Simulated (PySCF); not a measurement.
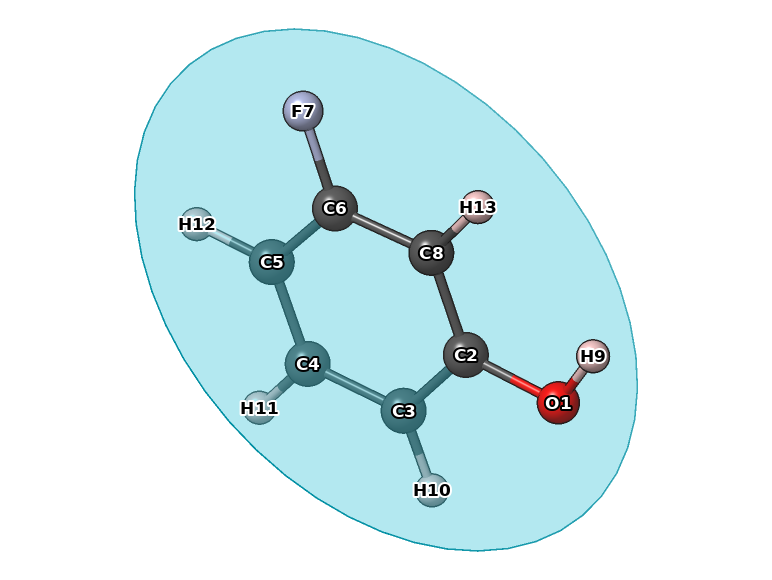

A disc through the centre of mass is drawn in. Atoms fade into the background with distance from the viewer. Computed geometry: PBE0-D3(BJ)/def2-SVP optimisation. No frequency run is at hand to confirm it as a minimum.

Question: Is the plane of the disc a mirror plane of the structure?

Answer: No. The point group is Cs, with 1 mirror plane, and this plane isn't one of its mirror planes.
